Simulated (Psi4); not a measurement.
# PBE/cc-pVTZ (sweep point 3) run of H2SO2 (SMILES O=[SH2]=O)

What is the vertical ionisation energy of H2SO2 at PBE/cc-pVTZ (sweep point 3)? Input form: a Python script.

The calculation is run with Psi4 1.11.

## Step 1: Starting point

H2SO2 has 5 atoms, charge 0, and is taken as a singlet. SMILES: `O=[SH2]=O`. The shape is that of a GFN2-xTB optimisation.

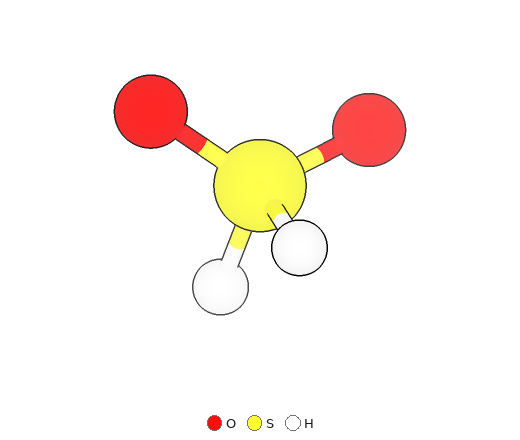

Viewed from a chosen angle; oxygen red, sulfur yellow, hydrogen white.

## Step 2: The energy at PBE/cc-pVTZ (sweep point 3)

File job.py:

```python
import psi4

psi4.set_memory('1600 MB')
psi4.set_num_threads(1)
psi4.core.set_output_file('h2o2s.out', False)

m = psi4.geometry("""
0 1
O     -1.86400695     0.52122426     1.97183472
S      0.02537902    -0.02672073     0.13282885
O      2.39887503    -1.08901137     0.83291569
H     -1.05563881    -1.59147065    -1.70326685
H      0.49539170     2.18597849    -1.23431241
units au
symmetry c1
""")

psi4.set_options({
    'puream': True,
    'scf_type': 'pk',
    'dft_radial_points': 99,
    'dft_spherical_points': 590,
})

result = psi4.energy("pbe/cc-pVTZ", molecule=m)
print(f'total energy {result:.8f} hartree = {result * 27.211386:.5f} eV')
for k, v in sorted(psi4.core.scalar_variables().items()):
    print(f'{k:45s} {v:18.10f}')
```

Command:

```console
$ python job.py
```

h2o2s.out:

```text
[...]
  Running in c1 symmetry.
[...]
  Nuclear repulsion =  128.453435959116547
[...]
  Multiplicity = 1
[...]
  Nalpha       = 17
  Nbeta        = 17
[...]
    Number of basis functions: 122
[...]
   @RKS iter   1:  -549.19447606745689    6.27226e-01   8.04898e-03 DIIS/ADIIS
[...]
   @RKS iter  10:  -549.52508420389609   -2.05140e-08   1.54131e-07 DIIS
[...]
    Orbital Energies [Eh]
    ---------------------
    Doubly Occupied:
       1A    -88.280172     2A    -18.765496     3A    -18.765493
       4A     -7.856616     5A     -5.877869     6A     -5.877687
       7A     -5.877082     8A     -1.048969     9A     -0.948342
      10A     -0.644572    11A     -0.513309    12A     -0.454574
      13A     -0.417067    14A     -0.317776    15A     -0.306579
      16A     -0.293041    17A     -0.280874
[...]
  @RKS Final Energy:  -549.52508420389609
   => Energetics <=
    Nuclear Repulsion Energy =            128.4534359591165469
    One-Electron Energy =               -1012.1263164614970265
    Two-Electron Energy =                 377.5079393165124202
    DFT Exchange-Correlation Energy =     -43.3601430180279621
    Empirical Dispersion Energy =           0.0000000000000000
    VV10 Nonlocal Energy =                  0.0000000000000000
    Total Energy =                       -549.5250842038960855
[...]
 Multipole Moments:
 ------------------------------------------------------------------------------------
     Multipole            Electronic (a.u.)      Nuclear  (a.u.)        Total (a.u.)
 ------------------------------------------------------------------------------------
 L = 1.  Multiply by 2.5417464519 to convert [e a0] to [Debye]
 Dipole X            :          0.1927283           -0.4111230           -0.2183947
 Dipole Y            :         -0.2040408            0.4362153            0.2321745
 Dipole Z            :          1.0100173           -2.1556109           -1.1455936
 Magnitude           :                                                    1.1891114
[...]
```

Standard output:

```text
total energy -549.52508420 hartree = -14953.33918 eV
CURRENT ENERGY                                   -549.5250842039
CURRENT REFERENCE ENERGY                         -549.5250842039
DD SOLVATION ENERGY                                 0.0000000000
DFT FUNCTIONAL TOTAL ENERGY                      -549.5250842039
DFT TOTAL ENERGY                                 -549.5250842039
DFT VV10 ENERGY                                     0.0000000000
DFT XC ENERGY                                     -43.3601430180
GRID ELECTRONS ALPHA                               17.0000002687
GRID ELECTRONS BETA                                17.0000002687
GRID ELECTRONS TOTAL                               34.0000005374
NUCLEAR REPULSION ENERGY                          128.4534359591
ONE-ELECTRON ENERGY                             -1012.1263164615
PCM POLARIZATION ENERGY                             0.0000000000
PE ENERGY                                           0.0000000000
SCF ITERATION ENERGY                             -549.5250842039
SCF ITERATIONS                                     10.0000000000
SCF TOTAL ENERGY                                 -549.5250842039
TWO-ELECTRON ENERGY                               377.5079393165
XC GRID RADIAL POINTS                              99.0000000000
XC GRID SPHERICAL POINTS                          590.0000000000
XC GRID TOTAL POINTS                           278137.0000000000
```

Run time: 20 s. Hardware: 1 thread of Intel Xeon Platinum 8488C (Sapphire Rapids), shared host; peak memory 0.95 GiB.

## Step 3: The doublet cation at the same level

File h2o2s.py:

```python
import psi4

psi4.set_memory(1600000000)
psi4.set_num_threads(1)
psi4.core.set_output_file('psi4.out', False)

m = psi4.geometry("""
1 2
O     -1.86400695     0.52122426     1.97183472
S      0.02537902    -0.02672073     0.13282885
O      2.39887503    -1.08901137     0.83291569
H     -1.05563881    -1.59147065    -1.70326685
H      0.49539170     2.18597849    -1.23431241
units bohr
symmetry c1
""")

psi4.set_options({
    'basis': 'cc-pVTZ',
    'reference': 'uks',
    'puream': True,
    'scf_type': 'pk',
    'dft_radial_points': 99,
    'dft_spherical_points': 590,
    'maxiter': 150,
})

energy_value, wavefunction = psi4.energy('PBE', return_wfn=True)
print(f'PBE energy: {energy_value:.10f} Eh')
```

Command:

```console
$ python h2o2s.py
```

psi4.out:

```text
[...]
  Running in c1 symmetry.
[...]
  Nuclear repulsion =  128.453435959116547
[...]
  Multiplicity = 2
[...]
  Nalpha       = 17
  Nbeta        = 16
[...]
    Number of basis functions: 122
[...]
   @UKS iter   1:  -548.87396983383371    9.47732e-01   6.58175e-03 ADIIS/DIIS
[...]
   @UKS iter  10:  -549.10479217975046   -4.41279e-08   2.60114e-07 DIIS
[...]
   @S^2 Observed:                7.536363820E-01
[...]
    Orbital Energies [Eh]
    ---------------------
    Alpha Occupied:
       1A    -88.576442     2A    -19.093475     3A    -19.093470
       4A     -8.157554     5A     -6.178353     6A     -6.178253
       7A     -6.177368     8A     -1.362782     9A     -1.264736
      10A     -0.953602    11A     -0.823674    12A     -0.751694
      13A     -0.712569    14A     -0.628262    15A     -0.616352
      16A     -0.600386    17A     -0.591082
    Alpha Virtual:
      18A     -0.309684    19A     -0.283821    20A     -0.271409
      21A     -0.258142    22A     -0.069167    23A     -0.062429
      24A     -0.020107    25A      0.015858    26A      0.016662
[...]
  @UKS Final Energy:  -549.10479217975046
   => Energetics <=
    Nuclear Repulsion Energy =            128.4534359591165469
    One-Electron Energy =               -1001.8194414522538409
    Two-Electron Energy =                 367.2487606219170289
    DFT Exchange-Correlation Energy =     -42.9875473085301394
    Empirical Dispersion Energy =           0.0000000000000000
    VV10 Nonlocal Energy =                  0.0000000000000000
    Total Energy =                       -549.1047921797504614
[...]
 Multipole Moments:
 ------------------------------------------------------------------------------------
     Multipole            Electronic (a.u.)      Nuclear  (a.u.)        Total (a.u.)
 ------------------------------------------------------------------------------------
 L = 1.  Multiply by 2.5417464519 to convert [e a0] to [Debye]
 Dipole X            :          0.1020532           -0.4111230           -0.3090698
 Dipole Y            :         -0.1081311            0.4362153            0.3280842
 Dipole Z            :          0.5348476           -2.1556109           -1.6207633
 Magnitude           :                                                    1.6822714
[...]
```

Standard output:

```text
PBE energy: -549.1047921798 Eh
```

Run time: 26 s. Hardware: 1 thread of Intel Xeon Platinum 8488C (Sapphire Rapids), shared host; peak memory 0.96 GiB.

## Step 4: Outcome

At PBE/cc-pVTZ (sweep point 3):

```
                                          quantity          value
                       singlet H2SO2: total energy  -549.52508 Eh
                      singlet H2SO2: dipole moment         3.02 D
                        singlet H2SO2: HOMO energy       -7.64 eV
                        singlet H2SO2: LUMO energy       -1.27 eV
                      singlet H2SO2: HOMO–LUMO gap        6.37 eV
                      doublet cation: total energy  -549.10479 Eh
doublet cation: HOMO energy (highest over α and β)      -15.88 eV
 doublet cation: LUMO energy (lowest over α and β)      -15.26 eV
                              doublet cation: ⟨S²⟩          0.754
vertical ionisation energy (to the doublet cation)      11.437 eV
```

In words: Removing an electron at fixed nuclei costs 11.44 eV (264 kcal/mol). −ε(HOMO) before ionisation, 7.64 eV, is 3.79 eV below this ionisation energy.
